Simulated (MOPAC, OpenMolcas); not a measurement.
# AlH2Cl (SMILES [AlH2][Cl]): the dipole moment, rung by rung

AlH2Cl: 4 atoms, total charge 0, spin state singlet. As SMILES, `[AlH2][Cl]`. The shape comes from GFN2-xTB, which is rough for such elements, and wasn't checked as a minimum.

Each level gives the dipole moment (D). The values are calculated.

| level | kind | program | value (D) |
| --- | --- | --- | --- |
| AM1 | semi-empirical | MOPAC | 0.71 |
| MNDO | semi-empirical | MOPAC | 1.17 |
| PM6 | semi-empirical | MOPAC | 1.41 |
| PM7 | semi-empirical | MOPAC | 1.17 |
| HF/STO-3G | Hartree–Fock | OpenMolcas | 2.31 |
| SVWN5/STO-3G | LDA | OpenMolcas | 1.96 |
| PBE/STO-3G | GGA | OpenMolcas | 1.89 |
| r2SCAN/STO-3G | meta-GGA | OpenMolcas | 1.95 |
| B3LYP/STO-3G | global hybrid | OpenMolcas | 1.97 |
| M06-2X/STO-3G | hybrid meta-GGA | OpenMolcas | 2.10 |

The values span 0.71 to 2.31 D. All rows use very small basis sets, so even the best lies far from the true value. Magnitudes only: a small dipole may point the other way at some levels. Sets without polarisation functions give poor dipoles.

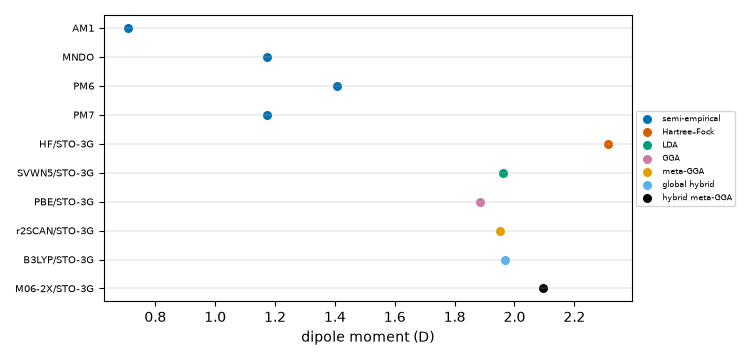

The values of the table, level by level.
